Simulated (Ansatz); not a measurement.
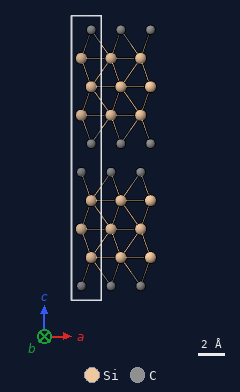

Starting structure of a crystal of Si$_{3}$C$_{2}$ (a generated structure, set up in P6_3/mmc) (coarse preliminary run). The picture is a ball-and-stick view of the cell of the calculation, repeated 3 × 1 × 1 with one cell outlined, seen along the b axis.

The calculation used DFT PBE, scalar-relativistic, plane waves, PAW (Ansatz).

Input
```yaml
crystal:
  lattice:
    - [2.70402172, 0.0, 0.0]
    - [-1.35201086, 2.3417515, 0.0]
    - [0.0, 0.0, 22.49358253]
  atoms:
    - { symbol: Si, position: [0.33333333, 0.66666667, 0.25] }
    - { symbol: Si, position: [0.33333333, 0.66666667, 0.65] }
    - { symbol: Si, position: [0.33333333, 0.66666667, 0.85] }
    - { symbol: Si, position: [0.66666667, 0.33333333, 0.15] }
    - { symbol: Si, position: [0.66666667, 0.33333333, 0.35] }
    - { symbol: Si, position: [0.66666667, 0.33333333, 0.75] }
    - { symbol: C, position: [0.33333333, 0.66666667, 0.05] }
    - { symbol: C, position: [0.33333333, 0.66666667, 0.45] }
    - { symbol: C, position: [0.66666667, 0.33333333, 0.55] }
    - { symbol: C, position: [0.66666667, 0.33333333, 0.95] }
basis:
  ecutwfc: 420
kpoints:
  mp_grid: { grid: [6, 6, 1] }
hamiltonian:
  xc: pbe
scf:
  occupations: { method: gaussian, width: 0.1 }
  lower_state_search: "off"
output:
  forces: true
  stress: true
  eigenvalues: true
relax:
  adjacent_minimum: "off"
  f_tol: 0.04
  max_steps: 70
  cell: { stress_tol: 0.4 }
```

Launched with:
```bash
ansatz run input.yaml --threads 1 --pin off --max-ram 2560MiB --backend cpu --events-out ev --progress --plain --runs-dir out
```

Q: Predict the outcome.

A: After 15 accepted moves (17 points after the start) the energy has fallen by 19.440 eV per cell of the calculation. The largest force component goes from 1.3 to 0.0031 eV/Å. The pressure goes from −12.91 to 0.01 GPa. The SCF was repeated twice at an unchanged geometry on a basis and grid sized afresh for the cell, which shifted the energy by 84.3 meV per cell of the calculation at most. The largest moves relative to the cell, 1.13 Å, are those of Si2, Si3, Si4 and Si5. Si2 goes along −c. By element the largest moves are Si 1.13 Å, C 0.55 Å. The volume changes by −4.4 %, with a = b 2.704 → 3.099 Å (+14.6 %), c 22.494 → 16.382 Å (−27.2 %). Some distances before and after: Si2–C9 2.738 → 1.790 Å, Si1–Si4 2.738 → 3.299 Å, Si1–Si1 2.704 → 3.099 Å. The space group stays P6_3/mmc (No. 194). Cost: 58 s on 1 thread of Intel(R) Xeon(R) Processor @ 2.70GHz (shared host), peak memory 0.42 GiB.

Final geometry:

```xyz
10
Lattice="3.0988 0.0000 0.0000 -1.5494 2.6836 0.0000 0.0000 0.0000 16.3816" Properties=species:S:1:pos:R:3 pbc="T T T"
Si    0.0000    1.7891    4.0954
Si    0.0000    1.7891    9.5149
Si    0.0000    1.7891   15.0575
Si    1.5494    0.8945    1.3241
Si    1.5494    0.8945    6.8667
Si    1.5494    0.8945   12.2862
C     0.0000    1.7891    1.3659
C     0.0000    1.7891    6.8249
C     1.5494    0.8945    9.5567
C     1.5494    0.8945   15.0157
```

The end point in the same view:

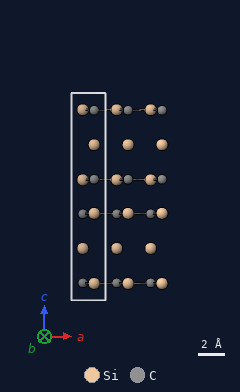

Limits of the set-up: the k-point mesh is coarse for a cell with partly filled bands.
